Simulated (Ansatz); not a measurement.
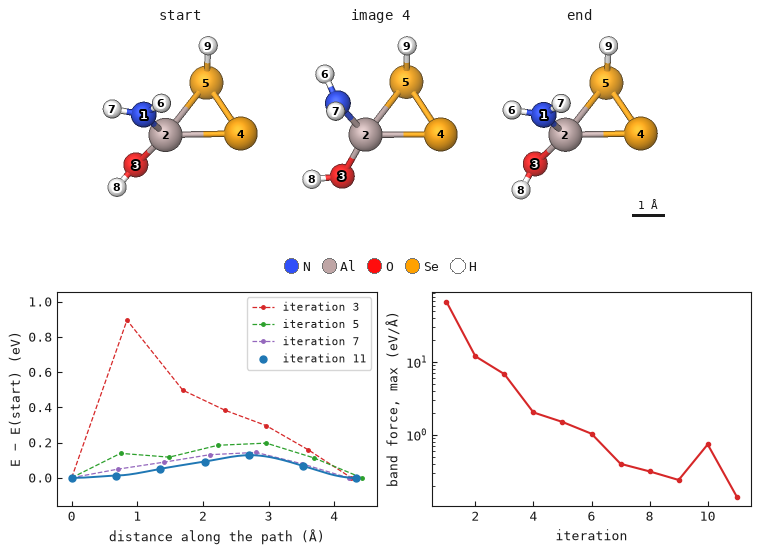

NEB run on AlNH4Se2O. Images are numbered from 0 (start) to 6 (end). The plot follows the band through its iterations. Style: ball-and-stick. Shown from a free direction.

All numbers below come from RKS PBE0/def2-SVP in Ansatz. Run with 5 movable images; climbing image; force threshold 0.2 eV/Å; iteration limit 60; starting path through a guess of the saddle point.

**Judge this run.**

The run met only a loose threshold, so the barrier can't be trusted yet. The band converged in 11 iterations. The largest component of the band force went from 68 to 0.14 eV/Å. The climbing image converged on the top of the path. Its curvatures weren't checked. The force threshold is so loose that the height of the top is at best an upper bound. The first iteration put the highest image at 16.919 eV. The barrier is about 0.128 eV in both directions, with image 4 at the top; the ends have nearly the same energy.
